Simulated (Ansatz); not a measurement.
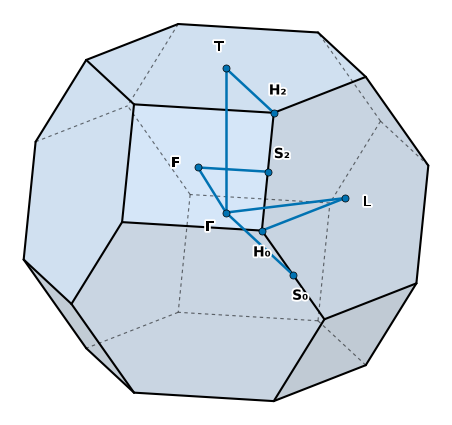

Crystal: As, the end point of a relaxation with Ansatz 0.2.0, DFT, LDA, PAW with Ansatz's default frozen-core files, scalar-relativistic. The figure shows the first Brillouin zone with its special points and a band path. All values are computed from the atomic coordinates in the standard setting (tolerance 0.002 Å).

Labels and path follow the convention of Hinuma et al. (2017), as computed by seekpath.

Question: Which Bravais lattice has this zone?

Answer: A rhombohedral lattice (hR; extended symbol hR1). The zone is a truncated octahedron in its combinatorial type: 14 faces (6 with 4 edges, 8 with 6 edges), 36 edges, 24 vertices.

Question: Write the standard path through the labelled points.

Answer: Γ–T–H₂ | H₀–L–Γ–S₀ | S₂–F–Γ
